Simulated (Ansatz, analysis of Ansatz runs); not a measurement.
## Moving an added electron between Cr sites in NaCrF4 (P2_1/c)

Aim: the energy barrier that a trapped electron meets when it moves from one Cr atom to another one nearby in NaCrF4 (P2_1/c). The model is a cell of 48 host atoms.

Main program and level: Ansatz 0.2.0; plane-wave PAW DFT, PBEsol+U; relaxation of all atoms of a supercell at fixed charge in a uniform background; PAW set soft_1.

**1. Set-up**

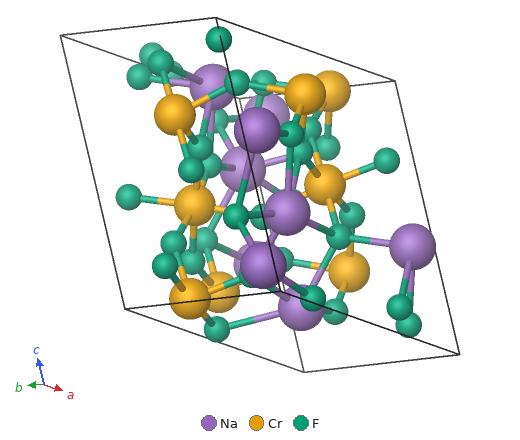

The cell as given, from a free direction (sodium purple, chromium orange, fluorine teal). Bonds to atoms that aren't drawn are left out. Some periodic images of atoms are drawn too.

The cell holds 48 atoms: 8 Na, 8 Cr and 32 F. Its edges and angles: a = 9.119 Å, b = 9.713 Å, c = 9.473 Å, α = 56.7°, β = 78.4°, γ = 60.3°. It derives from NaCrF4 (space group P2_1/c). Nearest the centre at fractional (0.621, 0.629, 0.371): F48 at 0.61 Å, Cr16 at 1.86 Å, Cr13 at 1.86 Å, F37 at 2.27 Å, F20 at 2.39 Å, F46 at 2.41 Å, F34 at 2.48 Å, F26 at 2.88 Å.

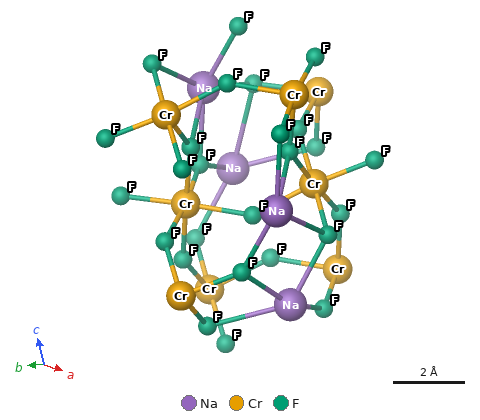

The atoms within 5 Å of the centre.

Hubbard terms: Cr d 4.5 eV. They were chosen, not fitted, to curb self-interaction in the shells named, the trial site's among them. The two sites are Cr16 and Cr13. The cell's shortest repeat is 9.1 Å. The host's moments were started antiferromagnetic in the unit cell, high spin; both sites carry the same spin direction.

**2. The cell without the carrier**

The neutral cell is relaxed first, from small random displacements, so that bond lengths and moments with the carrier can be set beside those of a relaxed cell without it.

File neutral.relax/input.yaml:

```yaml
crystal:
  lattice:
    - [-1.38301306, 5.32433628, 7.27320728]
    - [6.45199145, 0.0, 7.25991525]
    - [7.83500451, 5.32433628, -0.01329203]
  atoms:
    - { symbol: Na, position: [0.012868, 0.873786, 0.766097] }
    - { symbol: Na, position: [0.512868, 0.373786, 0.266097] }
    - { symbol: Na, position: [0.266097, 0.347249, 0.012868] }
    - { symbol: Na, position: [0.766097, 0.847249, 0.512868] }
    - { symbol: Na, position: [0.487132, 0.626214, 0.733903] }
    - { symbol: Na, position: [0.987132, 0.126214, 0.233903] }
    - { symbol: Na, position: [0.233903, 0.152751, 0.487132] }
    - { symbol: Na, position: [0.733903, 0.652751, 0.987132] }
    - { symbol: Cr, position: [0.063562, 0.638176, 0.194139], spin: 3.0 }
    - { symbol: Cr, position: [0.563562, 0.138176, 0.694139], spin: 3.0 }
    - { symbol: Cr, position: [0.194139, 0.604123, 0.563562], spin: 3.0 }
    - { symbol: Cr, position: [0.694139, 0.104123, 0.063562], spin: 3.0 }
    - { symbol: Cr, position: [0.436438, 0.861824, 0.305861], spin: -3.0 }
    - { symbol: Cr, position: [0.936438, 0.361824, 0.805861], spin: -3.0 }
    - { symbol: Cr, position: [0.305861, 0.895877, 0.936438], spin: -3.0 }
    - { symbol: Cr, position: [0.805861, 0.395877, 0.436438], spin: -3.0 }
    - { symbol: F, position: [0.475657, 0.649199, 0.047171] }
    - { symbol: F, position: [0.975657, 0.149199, 0.547171] }
    - { symbol: F, position: [0.047171, 0.327973, 0.975657] }
    - { symbol: F, position: [0.547171, 0.827973, 0.475657] }
    - { symbol: F, position: [0.024343, 0.850801, 0.452829] }
    - { symbol: F, position: [0.524343, 0.350801, 0.952829] }
    - { symbol: F, position: [0.452829, 0.172027, 0.524343] }
    - { symbol: F, position: [0.952829, 0.672027, 0.024343] }
    - { symbol: F, position: [0.304846, 0.882709, 0.745627] }
    - { symbol: F, position: [0.804846, 0.382709, 0.245627] }
    - { symbol: F, position: [0.245627, 0.066818, 0.304846] }
    - { symbol: F, position: [0.745627, 0.566818, 0.804846] }
    - { symbol: F, position: [0.195154, 0.617291, 0.754373] }
    - { symbol: F, position: [0.695154, 0.117291, 0.254373] }
    - { symbol: F, position: [0.254373, 0.433182, 0.195154] }
    - { symbol: F, position: [0.754373, 0.933182, 0.695154] }
    - { symbol: F, position: [0.128762, 0.821849, 0.010663] }
    - { symbol: F, position: [0.628762, 0.321849, 0.510663] }
    - { symbol: F, position: [0.010663, 0.538726, 0.628762] }
    - { symbol: F, position: [0.510663, 0.038726, 0.128762] }
    - { symbol: F, position: [0.371238, 0.678151, 0.489337] }
    - { symbol: F, position: [0.871238, 0.178151, 0.989337] }
    - { symbol: F, position: [0.489337, 0.961274, 0.871238] }
    - { symbol: F, position: [0.989337, 0.461274, 0.371238] }
    - { symbol: F, position: [0.203096, 0.59216, 0.363232] }
    - { symbol: F, position: [0.703096, 0.09216, 0.863232] }
    - { symbol: F, position: [0.363232, 0.341513, 0.703096] }
    - { symbol: F, position: [0.863232, 0.841513, 0.203096] }
    - { symbol: F, position: [0.296904, 0.90784, 0.136768] }
    - { symbol: F, position: [0.796904, 0.40784, 0.636768] }
    - { symbol: F, position: [0.136768, 0.158487, 0.796904] }
    - { symbol: F, position: [0.636768, 0.658487, 0.296904] }
basis:
  ecutwfc: 420
  xc_grid: 2
hamiltonian:
  xc: pbesol
  hubbard:
    sites: [{ species: Cr, l: d, u_eff: 4.5 }]
    projectors: ortho-atomic
  pseudopotentials: { kind: paw, azcp: { folder: soft_1 }, xc_functional: pbe }
kpoints:
  mp_grid: { grid: [1, 1, 1] }
magnetization:
  spin_polarized: true
  initial_magnetization: 0
  spin_locking: { lock_magnetization: hard }
scf:
  occupations: { method: fermi_dirac, width: 0.01 }
  max_iter: 120
  lower_state_search: "off"
output:
  forces: true
relax:
  f_tol: 0.02
  max_steps: 70
  random_displacement: { amplitude: 0.04, seed: 1171 }
checkpoint:
  write: "../neutral.relax.run"
  compress: false
  write_wavefunctions: true
  write_every: 100000
```

Command:

```bash
$ ansatz run input.yaml --threads 4 --pin off --max-ram 9420MiB --backend cpu --events-out ev --progress --plain --runs-dir out
```

Numbers of over 12 decimals in the logs are rounded to 6 here.

The program printed:

```text
[... repeated set-up lines and file paths are left out, and long positions are rounded to six places ...]
Engine: ansatz 0.2.0, aarch64-unknown-linux-gnu
Pseudopotentials: kind: paw
Pseudopotential: Na, paw, valence charge 9, recommended cutoff 420 eV (normal), soft_1/Na.paw.azcp
Pseudopotential: Cr, paw, valence charge 14, recommended cutoff 420 eV (normal), soft_1/Cr.paw.azcp
Pseudopotential: F, paw, valence charge 7, recommended cutoff 420 eV (normal), soft_1/F.paw.azcp
Functional definition: PBEsol
  exchange = pbesol_x
  correlation = pbesol_c
Crystal: 48 atoms, lattice volume = 606.625 Å³
Basis set: ecut = 420 eV, 11847 PW (Γ), exchange–correlation on 128×144×128 points (8 copies of the dense FFT grid, shifted against one another)
Bands: 252, of which v1, the nominal top of the filled ones, is band 204 counted from 1 (203 counted from 0)
Symmetry: 1 space group operations
k-points: 1
Non-local potential: Na, projectors of the file, l = 0: 3, l = 1: 2, l = 2: 1
Non-local potential: Cr, projectors of the file, l = 0: 3, l = 1: 2, l = 2: 3, l = 3: 1
Non-local potential: F, projectors of the file, l = 0: 2, l = 1: 2, l = 2: 1
PAW form: soft (Blöchl's): semilocal exchange-correlation on the pseudo side does not see the compensation charge
PAW frozen core: Na, regenerated for the run's functional, and the local potential with it (the file was generated under x = pbe(κ = 0.804, μ = 0.219515), c = pbe(β = 0.066725))
PAW frozen core: Cr, regenerated for the run's functional, and the local potential with it (the file was generated under x = pbe(κ = 0.804, μ = 0.219515), c = pbe(β = 0.066725))
[...]
[... 1 atom left out ...]
  atom  36  F      0.00236139    -0.00190082    -0.00256951
  atom  37  F     -0.00265326    -0.00085120    -0.00511020
  [... 2 atoms left out ...]
  atom  40  F      0.00103566    -0.00084007     0.00569908
  [... 5 atoms left out ...]
  atom  46  F     -0.00022141    -0.00365966     0.00022885
  [... 1 atom left out ...]
  atom  48  F      0.00723998    -0.00256217     0.00537957
  max |Σ_I F_I| component: 2.60e-4 eV/Å
--- Band table (eV) ---
  k-point 0 ↑: bands = ["-69.2435", "-69.2432", "-69.2402", "-69.2387", [... 244 left out ...] "14.1840", "14.3992", "15.1399", "15.1431"]
  k-point 0 ↓: bands = ["-69.2427", "-69.2413", "-69.2407", "-69.2373", [... 244 left out ...] "14.1843", "14.3996", "15.1363", "15.1410"]
Occupation matrices written to <dir>
--- Relaxed structure (4 steps of the walk, 4 accepted, 0 SCFs on fresh bases) ---
  F+E_penalty+E_count = -64236.36336192 eV   max|allowed force component| = 1.016e-2 eV/Å
  atoms:
    - { symbol: Na, position: [0.012247, 0.874107, 0.765425] }
    - { symbol: Na, position: [0.513016, 0.373801, 0.265082] }
    [... 10 atoms left out ...]
    - { symbol: Cr, position: [0.436091, 0.862786, 0.304473] }
    [... 2 atoms left out ...]
    - { symbol: Cr, position: [0.805226, 0.396158, 0.435359] }
    [... 3 atoms left out ...]
    - { symbol: F, position: [0.547222, 0.829012, 0.474104] }
    [... 5 atoms left out ...]
    - { symbol: F, position: [0.804039, 0.382941, 0.244398] }
    [... 7 atoms left out ...]
    - { symbol: F, position: [0.628086, 0.322071, 0.509073] }
    [... 1 atom left out ...]
    - { symbol: F, position: [0.510109, 0.039866, 0.126855] }
    - { symbol: F, position: [0.371074, 0.679098, 0.488602] }
    [... 2 atoms left out ...]
    - { symbol: F, position: [0.988904, 0.461406, 0.370821] }
    [... 5 atoms left out ...]
    - { symbol: F, position: [0.796260, 0.407948, 0.636005] }
    [... 1 atom left out ...]
    - { symbol: F, position: [0.636333, 0.658931, 0.295593] }
[key lines of the parts left out:]
SCF converged after 5 iterations
Magnetization: 0.0000 μB (204.0000 up, 204.0000 down)
Free energy (F): -64236.363362 eV
Fermi energy:    4.399236 (↑ 4.399217, ↓ 4.399259) eV
```

It took 56 s on 4 threads of Arm Neoverse N1, shared host; peak memory 1.2 GiB.

The largest displacement from an ideal site is 0.014 Å.

(Continued in part 2 of 3.)

[Logs are printed without paths, hosts, clocks, repeated set-up lines and the standing remarks that a program may print on its own settings, such as how far it seeks lower states.]

[Hosts, paths, dates, database ids (printed as entryN), source tags and the programs' standing remarks are cut or masked in the printed files.]
